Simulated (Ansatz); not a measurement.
# FH9NO2Si3···H3OSi: what the fields show

Input

```
crystal:
  periodic: [false, false, false]
  atoms:
    - {symbol: Si, position_ang: [0.540709, -0.708037, 1.409710]}
    - {symbol: O, position_ang: [0.164286, 0.600060, -0.439401]}
    - {symbol: Si, position_ang: [-0.231852, 1.310050, -1.838981]}
    - {symbol: O, position_ang: [-0.930746, -0.242006, 1.832383]}
    - {symbol: Si, position_ang: [-2.145154, 0.640366, 1.129288]}
    - {symbol: O, position_ang: [0.851710, -1.880113, 0.365145]}
    - {symbol: Si, position_ang: [0.514788, -2.182200, -1.227200]}
    - {symbol: F, position_ang: [1.101253, -1.325474, 2.777254]}
    - {symbol: H, position_ang: [1.329615, 1.053417, 0.410274]}
    - {symbol: N, position_ang: [1.763439, 0.667122, 1.326002]}
    - {symbol: H, position_ang: [-1.235643, 2.400486, -1.646849]}
    - {symbol: H, position_ang: [0.972891, 1.933270, -2.472591]}
    - {symbol: H, position_ang: [-0.807454, 0.354414, -2.830212]}
    - {symbol: H, position_ang: [-3.283494, 0.505991, 2.074901]}
    - {symbol: H, position_ang: [-1.776144, 2.072522, 1.041430]}
    - {symbol: H, position_ang: [-2.560613, 0.098096, -0.184344]}
    - {symbol: H, position_ang: [1.405140, -1.399510, -2.116729]}
    - {symbol: H, position_ang: [0.808611, -3.625780, -1.412364]}
    - {symbol: H, position_ang: [-0.911038, -1.929293, -1.529756]}
    - {symbol: H, position_ang: [2.720777, 0.347929, 1.221978]}
    - {symbol: H, position_ang: [1.708919, 1.308989, 2.110065]}
basis:
  gaussian: {orbitals: def2-TZVPP}
hamiltonian: {xc: pbe0, dispersion: d4}
output: {orbitals: {seedname: orbitals}}
```

Run with:

```sh
ansatz run in.yaml --threads 4 --pin off --events-out ev --progress --plain --max-ram 46080MiB --backend cuda --devices 0, --max-vram 37GiB
```

A transition-state structure; geometry: PBE0-D4/def2-TZVP.

These are results of RKS PBE0-D4/def2-TZVPP (Ansatz), not measurements.

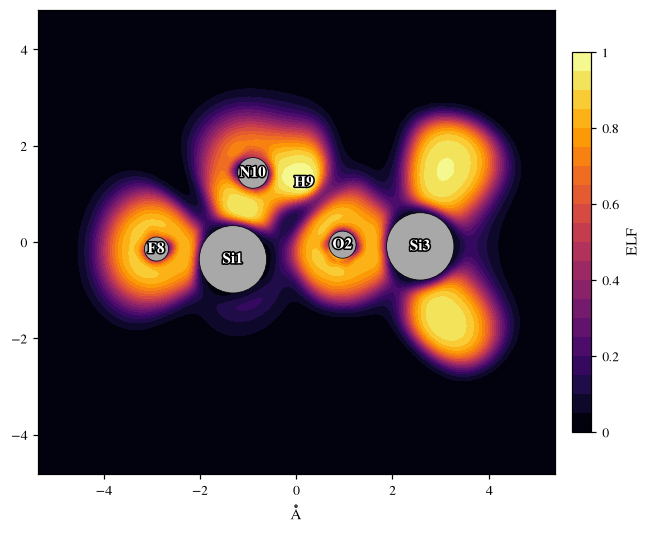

Figure 1. Electron localisation function on the plane of atoms Si1, N10 and H9. Grey discs cover the atomic cores.

Question: Read the bonding off the picture.

Answer: Atoms in the plane: Si, O, F, H and N.
O2···H9 (1.51 Å): the ELF dips to about 0.30 between them; a closed-shell contact with the geometry of a hydrogen bond.
Si–O (1.62 Å): the ELF peaks at about 0.85 between the atoms: a short, strongly polar bond.
Si–F (1.60 Å): the ELF peaks at about 0.85 in the valence shell of F, 0.6 Å from its nucleus, and is about 0.60 at the midpoint.
Si–N (1.84 Å): the ELF peaks at about 0.95 between the atoms, as expected for a shared but strongly polarised pair.
The ELF also peaks beside F8, away from the bonds: lone-pair regions.

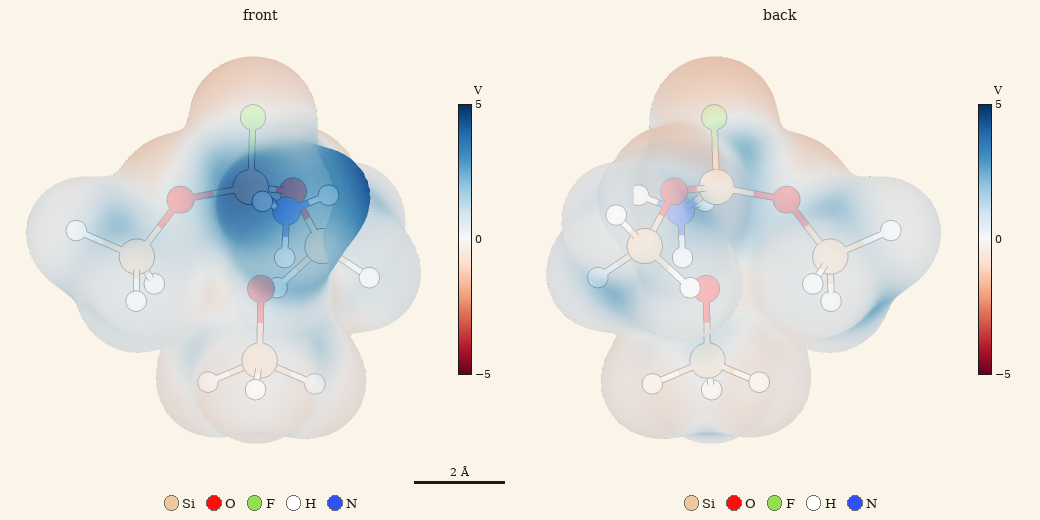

Figure 2. The molecular electrostatic potential painted on the density surface at 0.004 e/bohr³, seen from the front and from behind; red is negative and blue positive.

Question: Which sites attract a positive test charge, and which a negative one?

Answer: A positive charge is drawn to the negative regions and a negative charge to the positive ones. The most negative region (about −1.1 V, or −25 kcal/mol for a unit charge) lies over O4 and F8, the most positive (about +4.1 V, or +95 kcal/mol for a unit charge) over H20 and H21.

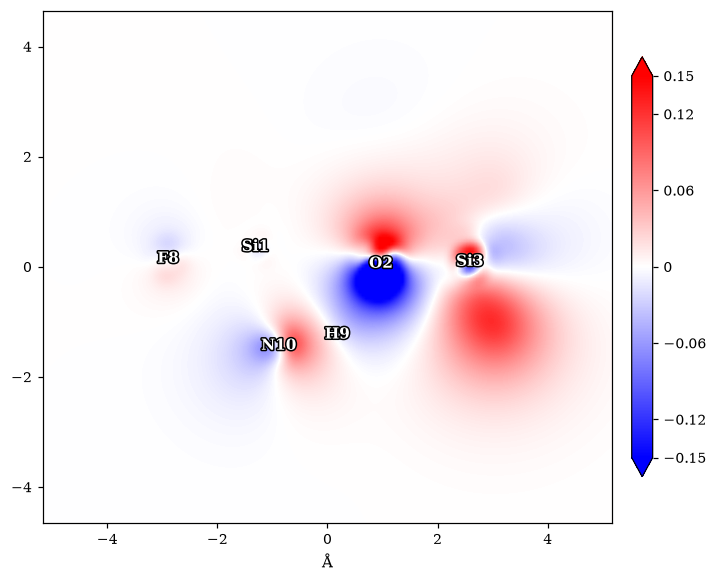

Figure 3. The HOMO on the plane of atoms F8, Si1 and N10 (values in Å⁻³ᐟ²; the overall sign is arbitrary).

Question: Where does this orbital lie, and at what energy?

Answer: It lies mainly on O2 (about 45 %), Si3 (about 20 %), H11 (about 15 %) and H12 (about 10 %). Its energy is −7.81 eV.
